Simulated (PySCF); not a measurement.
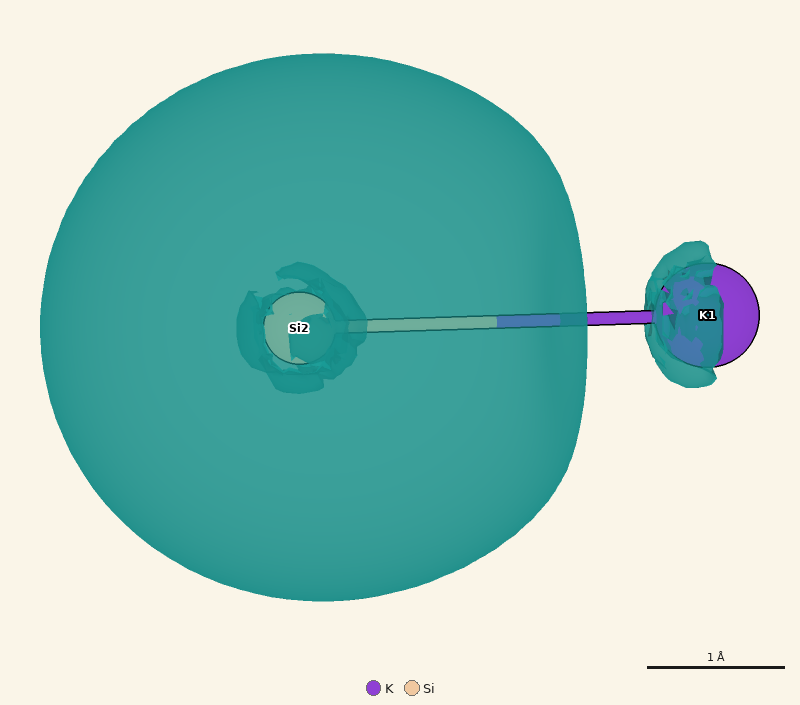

Figure. KSi (quartet). Isosurfaces of the spin density (α minus β) at +0.02 (teal) and −0.02 e/Å³ (pink), seen from one side.

Level of theory: PBE0/def2-TZVPP, non-relativistic Hamiltonian with scalar-relativistic core potentials where named, at a bond length of 3.059 Å (PySCF 2.14.0).

Describe the spin distribution.

The unpaired spin (3 electrons) lies mostly on Si2 (about 2.6) and K1 (about 0.4), in electrons by Hirshfeld's partition. Only one sign reaches the isovalue.
